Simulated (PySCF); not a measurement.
**C6H11BO: NMR shielding calculation**

C6H11BO, SMILES C=COC(=C)B(C)C, computed with GIAO PBE0/6-31G NMR shielding, non-relativistic, IEF-PCM methanol (PySCF 2.14.0).

The geometry comes from this level: GFN2-xTB. It belongs to a series of runs on one base structure; here: solvent methanol; PBE0/6-31G. Figures and captions count atoms from 1; the log counts them from 0 in places.

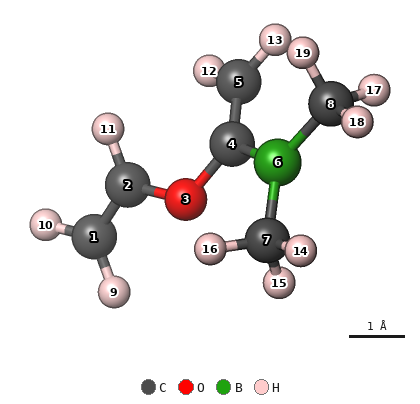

Figure 1. The structure as given in the input (ball-and-stick view, seen at a tilt; atoms are numbered from 1 in the order of the input). Bond lengths as drawn: B–C 1.57 to 1.58 Å, C–C 1.32 to 1.34 Å, C–H 1.07 to 1.09 Å and C–O 1.35 to 1.38 Å.

**Results in brief**

```json
{"quantity": "outcome", "value": "converged"}
{"quantity": "total energy", "value": "−334.800403 hartree"}
{"quantity": "HOMO", "value": "−6.37 eV"}
{"quantity": "LUMO", "value": "−1.11 eV"}
{"quantity": "dipole moment", "value": "1.95 D"}
{"quantity": "isotropic shielding, C", "value": "35.6 to 189.5 ppm"}
{"quantity": "isotropic shielding, O", "value": "153.4 ppm"}
{"quantity": "isotropic shielding, B", "value": "43.2 ppm"}
{"quantity": "isotropic shielding, H", "value": "25.7 to 31.7 ppm"}
{"quantity": "hardware", "value": "1 CPU thread, shared host"}
{"quantity": "wall time", "value": "16 s"}
{"quantity": "peak memory", "value": "0.62 GiB"}
```

**Notes**

Settings chosen away from the usual ones: solvent methanol; PBE0/6-31G.

**Input**
```
{"job": {"kind": "nmr", "xc": "PBE0", "basis": "6-31G", "solvent": "methanol", "pop": false}, "charge": 0, "multiplicity": 1}
C      3.345385     0.048868    -1.194856
C      2.350135    -0.306012    -0.397210
O      1.087768     0.151508    -0.575941
C      0.018450    -0.506578    -0.004494
C      0.078891    -1.802065     0.329798
B     -1.264477     0.387842     0.153732
C     -1.194930     1.861685    -0.387010
C     -2.558204    -0.198720     0.835539
H      3.176380     0.670961    -2.055115
H      4.351675    -0.265655    -0.993284
H      2.511396    -0.934327     0.473718
H      0.946266    -2.421940     0.168510
H     -0.771929    -2.283954     0.772075
H     -2.112705     2.432430    -0.270041
H     -0.925182     1.866264    -1.442421
H     -0.393842     2.408476     0.110022
H     -2.947435    -1.037975     0.260943
H     -3.360666     0.527919     0.932219
H     -2.346778    -0.589476     1.829428
```

The first line tells a small driver script what to run in PySCF; the rest is the geometry in Å.

Launch command:
```bash
OMP_NUM_THREADS=1 python <driver script> task.json out
```

**Log**
```
coarse grid: 15512 points
cycle   1  E = -334.7795810694  dE =  9.818e-01  |g| = 6.023e-01  |ddm| = 3.996e+00
cycle   2  E = -334.7609038275  dE =  1.868e-02  |g| = 6.841e-01  |ddm| = 1.125e+00
cycle   3  E = -334.8668237959  dE = -1.059e-01  |g| = 8.911e-02  |ddm| = 5.813e-01
cycle   4  E = -334.8684641254  dE = -1.640e-03  |g| = 2.487e-02  |ddm| = 8.830e-02
cycle   5  E = -334.8685669959  dE = -1.029e-04  |g| = 1.198e-02  |ddm| = 3.130e-02
cycle   6  E = -334.8686038949  dE = -3.690e-05  |g| = 2.241e-03  |ddm| = 1.375e-02
cycle   7  E = -334.8686051697  dE = -1.275e-06  |g| = 5.631e-04  |ddm| = 2.480e-03
final grid: 148760 points
cycle   8  E = -334.8003742738  dE = -2.362e-05  |g| = 1.099e-02  |ddm| = 2.883e-02
cycle   9  E = -334.8003550908  dE =  1.918e-05  |g| = 1.504e-02  |ddm| = 2.038e-02
cycle  10  E = -334.8004015254  dE = -4.643e-05  |g| = 2.453e-03  |ddm| = 1.272e-02
cycle  11  E = -334.8004029347  dE = -1.409e-06  |g| = 2.704e-04  |ddm| = 2.469e-03
cycle  12  E = -334.8004029523  dE = -1.762e-08  |g| = 8.369e-05  |ddm| = 2.873e-04
cycle  13  E = -334.8004029540  dE = -1.668e-09  |g| = 2.833e-05  |ddm| = 1.016e-04
cycle  14  E = -334.8004029542  dE = -2.188e-10  |g| = 3.306e-06  |ddm| = 3.085e-05
```

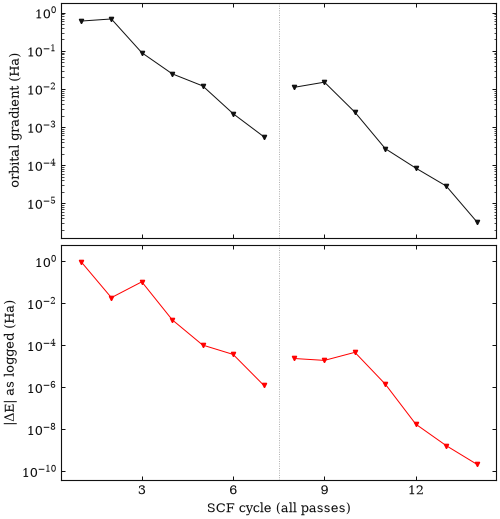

Figure 2. Convergence of the self-consistent field: orbital gradient and size of the energy change against the SCF cycle. The dotted line marks the change from a coarse to the final integration grid. The first 7 cycles use a coarse grid, the final grid takes over at cycle 8, and the field converges after 14 cycles in all.

```
converged SCF energy = -334.8004029542

GIAO shielding tensors (ppm)
atom      isotropic    diamagn.    paramagn.     s11        s22        s33       span
  0 C      107.533     259.264    -151.732     15.724    124.966    181.908    166.185
  1 C       57.528     253.994    -196.466    -41.740     88.359    125.966    167.706
  2 O      153.382     407.865    -254.482     77.572    107.455    275.120    197.548
  3 C       35.576     249.915    -214.339    -63.433     51.376    118.786    182.219
  4 C       90.631     262.360    -171.728     -1.503     91.170    182.228    183.731
  5 B       43.240     189.931    -146.691    -27.735     30.440    127.015    154.750
  6 C      186.837     252.564     -65.727    169.777    194.516    196.216     26.439
  7 C      189.498     250.964     -61.466    175.785    192.436    200.272     24.487
  8 H       27.848      32.515      -4.668     24.944     26.487     32.111      7.166
  9 H       28.034      29.162      -1.128     25.893     27.126     31.083      5.191
 10 H       25.690      30.144      -4.454     23.537     24.760     28.775      5.238
 11 H       27.357      32.251      -4.894     25.055     25.719     31.297      6.243
 12 H       27.056      32.959      -5.903     25.065     26.145     29.958      4.893
 13 H       31.736      31.281       0.455     27.751     30.777     36.680      8.929
 14 H       31.581      31.883      -0.301     26.984     31.064     36.696      9.713
 15 H       31.651      31.889      -0.238     27.088     31.238     36.626      9.539
 16 H       31.726      30.492       1.234     27.462     30.612     37.105      9.643
 17 H       31.722      30.418       1.304     27.674     30.871     36.621      8.947
 18 H       31.731      30.775       0.956     27.422     30.729     37.043      9.621
```

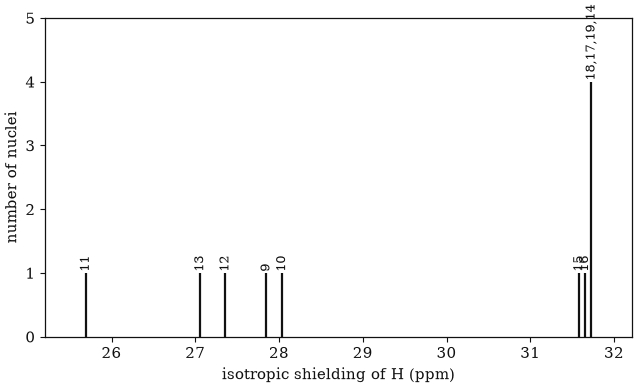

Figure 3. Isotropic shieldings of the hydrogen nuclei in this fixed geometry, labelled by atom number; shielding grows to the right, so chemical shift grows to the left. The least shielded is H11 (25.7 ppm), the most shielded H14 (31.7 ppm).
